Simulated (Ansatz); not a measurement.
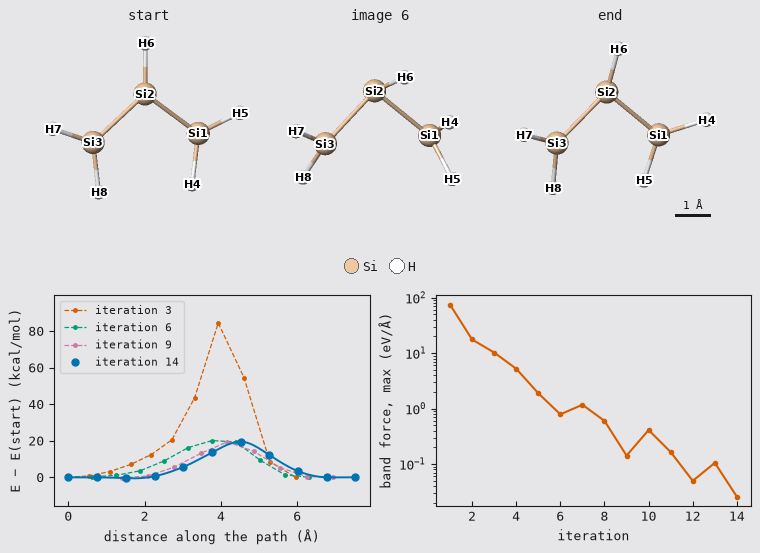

A nudged-elastic-band calculation for Si3H5 (charge +1). Images are numbered from 0 (start) to 10 (end). The plot follows the band through its iterations. The picture is a ball-and-stick view, seen at a tilt.

These are results of RKS PBE/def2-SVP (Ansatz), not measurements. Settings: 9 movable images; climbing image; force threshold 0.05 eV/Å; iteration limit 60; starting path through a guess of the saddle point.

Question: Judge this run.

Answer: The result is final at these settings. The band converged in 14 iterations. The largest component of the band force went from 75 to 0.026 eV/Å. The climbing image converged on the top of the path. Its vibrational analysis gives one imaginary mode (565i cm⁻¹), as a transition state must have. The first iteration put the highest image at 473.7 kcal/mol. The two ends have nearly the same energy, and the highest point, image 6, lies 19.5 kcal/mol above the start. Image 2 lies below both ends, at −0.4 kcal/mol, which points to an intermediate minimum that so few images don't resolve.

Cost: 3.1 min on 1 thread of AMD EPYC 7B13 (Zen 3), with other jobs on the host, peak memory 0.16 GiB.
